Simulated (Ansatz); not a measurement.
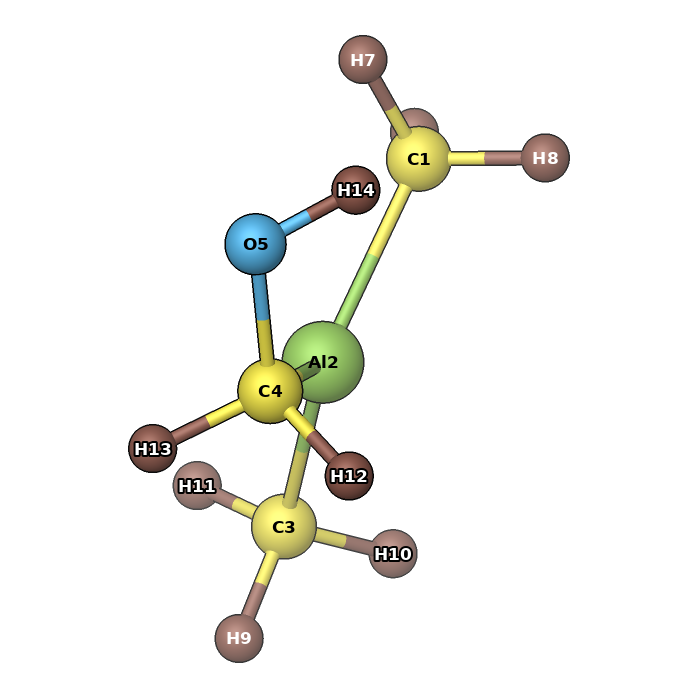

Al2 lies behind C4. The molecule seen a little off the C4–Al2 bond, C4 in front. Distant atoms are faded towards the background colour. Computed geometry: PBE-D4/def2-SVP optimisation. No frequency run is at hand to confirm it as a minimum.

What is the torsion angle O5–C4–Al2–C1? The sign is positive where the front bond must turn clockwise to cover the back bond.

Answer. 21°, synperiplanar.
